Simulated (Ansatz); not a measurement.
**CH4Si (SMILES C[SiH]): CAM-B3LYP/def2-TZVP**

What is the electronic atomisation energy of CH4Si at CAM-B3LYP/def2-TZVP? 

Program for the calculation: Ansatz 0.2.0.

44 further runs of the same task are left out: 44 set aside as unsound or not needed.

### Step 1. The structure to begin with

CH4Si has 6 atoms, charge 0, and is taken as a singlet. SMILES: `C[SiH]`. Geometry: relaxed at PBE0-D4/def2-TZVP.

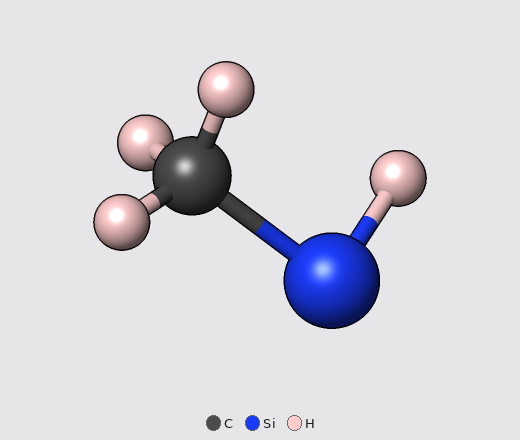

Viewed from a chosen angle; carbon dark grey, silicon blue, hydrogen pink.

### Step 2. The energy at CAM-B3LYP/def2-TZVP

The input, molecule.yaml:

```yaml
crystal:
  periodic: [false, false, false]
  atoms:
    - {symbol: C, position_ang: [-0.093500, -0.366000, -0.370300]}
    - {symbol: Si, position_ang: [0.917300, 0.209800, 1.122300]}
    - {symbol: H, position_ang: [-1.156900, -0.410100, -0.102200]}
    - {symbol: H, position_ang: [0.215000, -1.335600, -0.763000]}
    - {symbol: H, position_ang: [-0.024000, 0.382000, -1.170800]}
    - {symbol: H, position_ang: [0.142200, 1.520000, 1.284000]}
basis:
  gaussian:
    orbitals: def2-TZVP
hamiltonian:
  xc: {name: CAM-B3LYP}
accuracy: high
output: {orbitals: {seedname: orbitals}}
```

Started as:

```
$ ansatz run molecule.yaml --threads 1 --pin off --max-ram 3480MiB --events-out events.jsonl --progress --plain --runs-dir runs
```

The log of the run:

```text
Warning: RAYON_NUM_THREADS=1 ignored (pool sized by the plan → 1); use --threads N
Functional definition: CAM-B3LYP
  name "CAM-B3LYP"
  parameter alpha = 0.19
  parameter beta = 0.46
  parameter omega = 0.33/bohr
  parameter ac = 0.81
  exchange = (1 - alpha - beta)*b88_x + beta*b88_x_sr(omega) + alpha*exact_x + beta*exact_x_lr(omega)
  correlation = (1 - ac)*vwn5_c + ac*lyp_c
1657 factors; integrals over basis functions are off by at most 3.7e-9 eV
347 factors; integrals over basis functions are off by at most 2.3e-9 eV
mean field evaluation 1: about -8973.6206 eV, gradient 4.5e1 eV
mean field evaluation 2: about -8973.5846 eV, gradient 4.2e1 eV
mean field evaluation 4: about -8978.0841 eV, gradient 4.1e-1 eV
mean field evaluation 8: about -8978.0792 eV, gradient 2.2e-2 eV
mean field evaluation 16: about -8978.0792 eV, gradient 5.1e-6 eV
mean field -8978.07918885 eV, -329.9383246294 hartree, gradient 1.9e-8 eV, S^2 0.000000; 0 other end points of the search recorded, 0 dependent functions left out
reference -8978.07920566 eV, -329.9383252475 hartree; 12, 12 occupied and 80, 80 virtual orbitals, 1657 factors
Total energy: -8978.07920566 eV, -329.9383252475 hartree
```

It took 5.1 s on 1 thread of Arm Neoverse V2, shared host; peak memory 0.24 GiB.

### Step 3. The C atom

The input, run.yaml:

```yaml
crystal:
  periodic: [false, false, false]
  atoms:
    - symbol: C
      position_ang: [0.000000, 0.000000, 0.000000]
basis:
  gaussian: {orbitals: def2-TZVP}
accuracy: high
magnetization: {spin_polarized: true, initial_magnetization: 2}
total_charge: 0
hamiltonian: {xc: {name: CAM-B3LYP}}
```

Started as:

```
$ ansatz run run.yaml --threads 1 --pin off --max-ram 3480MiB --events-out events.jsonl --progress --plain --runs-dir runs
```

The log of the run, cut to the lines that bear on the results:

```text
Warning: RAYON_NUM_THREADS=1 ignored (pool sized by the plan → 1); use --threads N
[... 8 set-up lines as earlier in the session ...]
312 factors; integrals over basis functions are off by at most 3.1e-9 eV
136 factors; integrals over basis functions are off by at most 7.5e-10 eV
mean field evaluation 1: about -1029.5045 eV, gradient 4.2e0 eV
mean field evaluation 2: about -1029.5908 eV, gradient 1.0e0 eV
mean field evaluation 4: about -1029.5972 eV, gradient 2.9e-1 eV
mean field evaluation 8: about -1029.5977 eV, gradient 2.9e-4 eV
mean field -1029.59771172 eV, -37.8370180192 hartree, gradient 7.1e-8 eV, S^2 2.003562; 0 other end points of the search recorded, 0 dependent functions left out
reference -1029.59772277 eV, -37.8370184254 hartree; 4, 2 occupied and 27, 29 virtual orbitals, 312 factors
Total energy: -1029.59772277 eV, -37.8370184254 hartree
```

Run time: 0.48 s. Hardware: 1 thread of Arm Neoverse V2, shared host.

### Step 4. The H atom, same level

The input, in.yaml:

```yaml
crystal:
  periodic: [false, false, false]
  atoms:
    - {symbol: H, position_ang: [0.000000, 0.000000, 0.000000]}
basis:
  gaussian: {orbitals: def2-TZVP}
magnetization: {spin_polarized: true, initial_magnetization: 1}
hamiltonian: {xc: {name: CAM-B3LYP}}
accuracy: high
```

Run the same way, it converges to -0.49881 Eh (log not shown).

### Step 5. The Si atom

The input, job.yaml:

```yaml
crystal:
  periodic: [false, false, false]
  atoms:
    - {symbol: Si, position_ang: [0.000000, 0.000000, 0.000000]}
basis:
  gaussian:
    orbitals: def2-TZVP
magnetization:
  spin_polarized: true
  initial_magnetization: 2
hamiltonian:
  xc: {name: CAM-B3LYP}
accuracy: high
```

Run the same way, it converges to -289.37687 Eh (log not shown).

### Step 6. Outcome

At CAM-B3LYP/def2-TZVP:

```
                     quantity          value
       molecule: total energy  -329.93833 Eh
        molecule: HOMO energy       -7.59 eV
        molecule: LUMO energy       -1.42 eV
      molecule: HOMO–LUMO gap        6.17 eV
         C atom: total energy   -37.83702 Eh
                 C atom: ⟨S²⟩          2.004
         H atom: total energy    -0.49881 Eh
                 H atom: ⟨S²⟩          0.750
        Si atom: total energy  -289.37687 Eh
                Si atom: ⟨S²⟩          2.005
electronic atomisation energy      19.842 eV
```

**Reading.** Taking the molecule apart into free atoms costs 19.84 eV (458 kcal/mol), before zero-point energy and without spin-orbit coupling.
